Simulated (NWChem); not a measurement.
# CCSD/6-31G(d) (spherical functions, scan kind bond) run of BSiH4OF (SMILES FBO[SiH3])

Aim: an energy scan of BSiH4OF. 

The results are computed with NWChem 7.3.0.

2 further runs of the same task are left out: 2 set aside as unsound or not needed. Runs told in other sessions of the task aren't counted.

## Step 1: The molecule

BSiH4OF: 8 atoms, total charge 0, spin state singlet. As SMILES, `FBO[SiH3]`. One bond was lengthened or shortened from a relaxed shape.

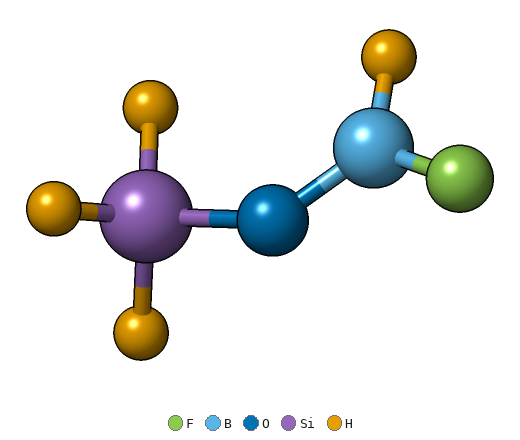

Viewed from a chosen angle; fluorine green, boron blue, oxygen blue, silicon purple, hydrogen amber.

## Step 2: An energy scan at CCSD/6-31G(d) (spherical functions, scan kind bond)

Input file bfh4osi.nw:

```
start bfh4osi
title "BFH4OSi"
memory total 2200 mb
charge 0

geometry units angstroms noautosym nocenter noautoz
 F     -1.725070    -1.555521     1.312590
 B     -0.811070    -0.643921     1.019490
 O     -0.613170    -0.333421    -0.271110
 Si     0.395330     0.716479    -1.058910
 H     -0.200970    -0.134821     1.916290
 H     -0.317100     1.531000    -1.702400
 H      1.245030     1.439379    -0.078910
 H      1.239330    -0.070621    -1.987210
end

basis spherical bse
 F library 6-31G*
 B library 6-31G*
 O library 6-31G*
 Si library 6-31G*
 H library 6-31G*
end

scf
 thresh 1e-08
 maxiter 80
 print low
end

ccsd
 freeze core 8
 maxiter 150
end

task ccsd energy

geometry units angstroms noautosym nocenter noautoz
 F    -1.599447   -1.699146    1.426057
 B    -0.685447   -0.787546    1.132957
 O    -0.487547   -0.477046   -0.157643
 Si    0.520953    0.572854   -0.945443
 H    -0.075347   -0.278446    2.029757
 H    -0.317100    1.531000   -1.702400
 H     1.370653    1.295754    0.034557
 H     1.364953   -0.214246   -1.873743
end

task ccsd energy

geometry units angstroms noautosym nocenter noautoz
 F       -1.473824      -1.842771       1.539524
 B       -0.559824      -0.931171       1.246424
 O       -0.361924      -0.620671      -0.044176
 Si       0.646576       0.429229      -0.831976
 H        0.050276      -0.422071       2.143224
 H       -0.317100       1.531000      -1.702400
 H        1.496276       1.152129       0.148024
 H        1.490576      -0.357871      -1.760276
end

task ccsd energy

geometry units angstrom noautosym nocenter noautoz
 F       -1.306327      -2.034271       1.690814
 B       -0.392327      -1.122671       1.397714
 O       -0.194427      -0.812171       0.107114
 Si       0.814073       0.237729      -0.680686
 H        0.217773      -0.613571       2.294514
 H       -0.317100       1.531000      -1.702400
 H        1.663773       0.960629       0.299314
 H        1.658073      -0.549371      -1.608986
end

task ccsd energy

geometry noautosym nocenter noautoz
 F    -1.096389   -2.274293    1.880436
 B    -0.182389   -1.362693    1.587336
 O     0.015511   -1.052193    0.296736
 Si    1.024011   -0.002293   -0.491064
 H     0.427711   -0.853593    2.484136
 H    -0.317100    1.531000   -1.702400
 H     1.873711    0.720607    0.488936
 H     1.868011   -0.789393   -1.419364
end

task ccsd energy

geometry noautosym nocenter noautoz
 F     -0.845143    -2.561542     2.107370
 B      0.068857    -1.649942     1.814270
 O      0.266757    -1.339442     0.523670
 Si     1.275257    -0.289542    -0.264130
 H      0.678957    -1.140842     2.711070
 H     -0.317100     1.531000    -1.702400
 H      2.124957     0.433358     0.715870
 H      2.119257    -1.076642    -1.192430
end

task ccsd energy

geometry noautosym nocenter noautoz
 F    -0.510148   -2.944542    2.409949
 B     0.403852   -2.032942    2.116849
 O     0.601752   -1.722442    0.826249
 Si    1.610252   -0.672542    0.038449
 H     1.013952   -1.523842    3.013649
 H    -0.317100    1.531000   -1.702400
 H     2.459952    0.050358    1.018449
 H     2.454252   -1.459642   -0.889851
end

task ccsd energy

geometry noautosym nocenter noautoz
 F    -0.090839   -3.423938    2.788683
 B     0.823161   -2.512338    2.495583
 O     1.021061   -2.201838    1.204983
 Si    2.029561   -1.151938    0.417183
 H     1.433261   -2.003238    3.392383
 H    -0.317100    1.531000   -1.702400
 H     2.879261   -0.429038    1.397183
 H     2.873561   -1.939038   -0.511117
end

task ccsd energy
```

On the command line:

```bash
$ nwchem bfh4osi.nw > bfh4osi.out
```

Output:

```text
[...]
  functions       =    68
[...]
  wavefunction    = RHF
[...]
         Total SCF energy =   -490.351430788912
[...]
 Total MP2 energy:           -490.843658707588702
[...]
             energy      energy      error      ampl     ampl      Block
                                                time     time      time
[...]
             energy      energy      error      ampl     ampl      Block
                                                time     time      time
[...]
             energy      energy      error      ampl     ampl      Block
                                                time     time      time
[...]
             energy      energy      error      ampl     ampl      Block
                                                time     time      time
[...]
             energy      energy      error      ampl     ampl      Block
                                                time     time      time
[...]
 Total CCSD energy:           -490.751631572093800
[...]
         Total SCF energy =   -490.108215551164
      One-electron energy =   -970.019690279097
      Two-electron energy =    332.991750366569
 Nuclear repulsion energy =    146.919724361364
        Time for solution =     10.6s
[...]
 Total MP2 energy:           -490.669237435971752
[...]
             energy      energy      error      ampl     ampl      Block
                                                time     time      time
[...]
 Total CCSD energy:           -490.742688607639195
[...]
```

Run time: 11 min. Hardware: 1 thread of Intel Xeon Platinum 8259CL at 2.50GHz (Skylake/Cascade Lake), shared host; peak memory 0.16 GiB.

The scan, from its lowest point:

```
H6–Si4 (Å)  energy (kJ/mol)
     1.259             67.0
     1.481              0.0
     1.703             31.5
     1.999            118.7
     2.370            226.2
     2.814            318.8
     3.406            380.8
     4.147            404.3
```

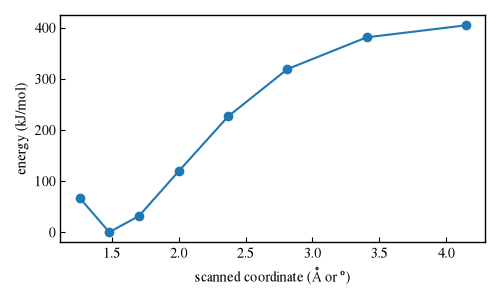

Energy along the scan.
